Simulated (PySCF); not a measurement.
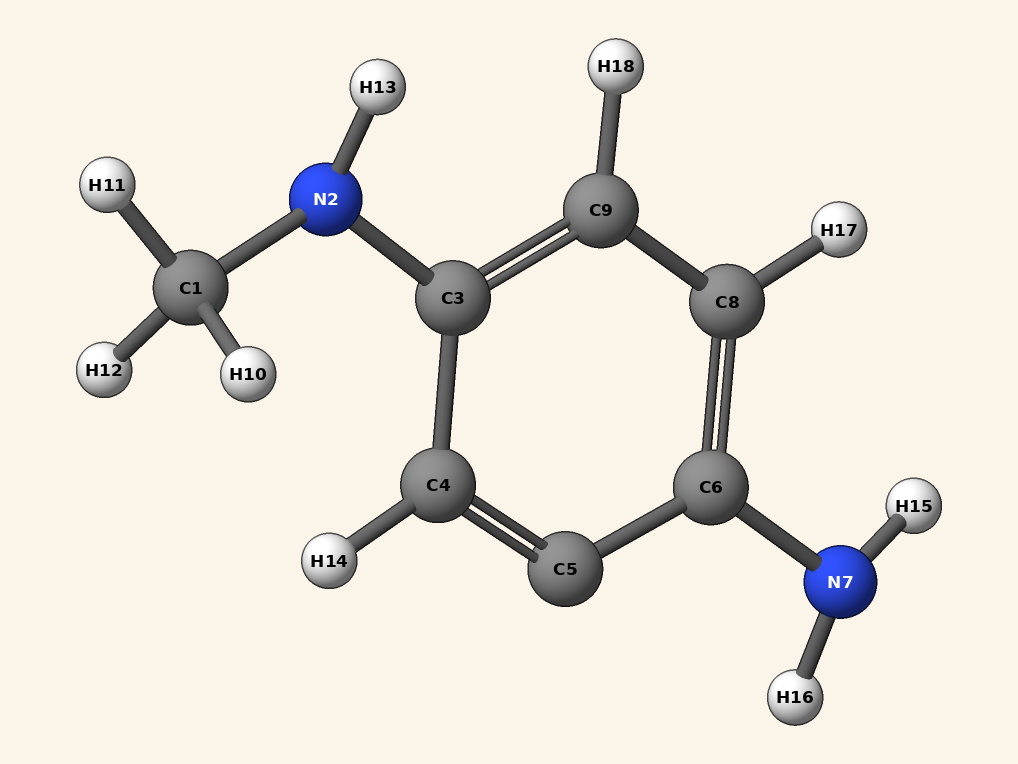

The questions are on Mulliken spin populations. Charge 0, doublet. The computed structure is the end point of a GFN2-xTB optimisation. No frequency run is at hand to confirm it as a minimum. Method: UKS B3LYP, pcH-1 on C H N, non-relativistic (PySCF 2.14.0).

List the Mulliken spin populations.

| atom | value (e) |
| --- | --- |
| C1 | 0.00 |
| N2 | 0.01 |
| C3 | 0.06 |
| C4 | −0.08 |
| C5 | 1.02 |
| C6 | −0.07 |
| N7 | 0.01 |
| C8 | 0.05 |
| C9 | −0.04 |
| H10 | 0.00 |
| H11 | 0.00 |
| H12 | 0.00 |
| H13 | 0.00 |
| H14 | 0.02 |
| H15 | 0.00 |
| H16 | 0.01 |
| H17 | 0.01 |
| H18 | 0.00 |

Mulliken values depend strongly on the basis set.
